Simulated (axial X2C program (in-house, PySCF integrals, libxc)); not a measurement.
Relativistic diatomic calculation for SMg

- system: SMg, single determinant with Ω = 2 (not the lowest found).
- method: PBE0, two-component X2C with atomic mean-field Coulomb and Gaunt terms, S dyall-v3z, Mg dyall-v3z (cores contracted) (axial X2C program (in-house, PySCF integrals, libxc))

## Input
```
{"zs": [16, 12], "q": 0, "bas": ["dyall-v3z", "dyall-v3z"], "levels": ["PBE0", "HF", "PBE50", "PBE"], "cc": false, "r0": 2.26, "npts": 10, "nst": 2, "ntry": 6, "opt": {"auxb": 4.0}}
```

The line is the task of a batch: nuclear charges, charge, bases, the levels to run, a first guess of the distance and further settings. This report covers PBE0 with spin-orbit coupling. The log is that of the reference distance 2.146 Å, started from orbitals converged before.

The run was one of a batch that the task file lists, launched with:
```bash
python <driver script> task.json out
```

## Log
```
two-component X2C + atomic mean field  PBE0
basis functions 125  fitting functions 333  grid points 4358
iter        total energy     max residual
   1       -599.365692399     2.68e-05
   2       -599.365692400     2.96e-05
   3       -599.365692422     1.61e-06
   4       -599.365692422     4.92e-07
converged
one-electron -925.88194465  Coulomb 321.35245353  exact exchange -10.30463412  xc functional -31.79512686  nuclear repulsion 47.34483900  atomic mean-field constant -0.08127932
```

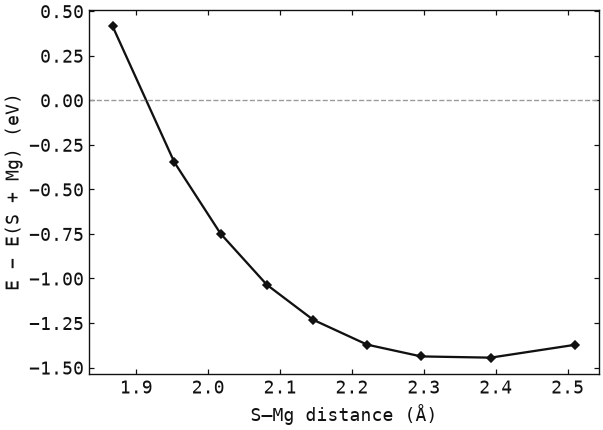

*Energy at 9 bond lengths, for one set of occupations held fixed; the line joins the points.*

A polynomial of degree 4 through 6 points gives rₑ = 2.352 Å, ωₑ = 390.5 cm⁻¹, ωₑxₑ = 2.2 cm⁻¹ and Bₑ = 0.2224 cm⁻¹. The minimum lies 1.45 eV below S + Mg, each computed as one determinant at the same level.

## What the run reported

```tsv
quantity	value
outcome	converged
bond length rₑ	2.352 Å
ωₑ	390.5 cm⁻¹
energy at the minimum	−599.37373 hartree
depth below the fragments	1.45 eV
hardware	1 CPU thread, shared host
wall time	4.1 s
```

## What is odd here

The input is odd on purpose: sparse fitting set (auxb = 4.0). The program ran to the end. Its numbers are those of the input as typed; this run alone doesn't show how far the oddity moves them. Limits: 9 of the 10 points asked for were kept; at some distances an empty level lies below a filled one, since the occupations are held fixed.
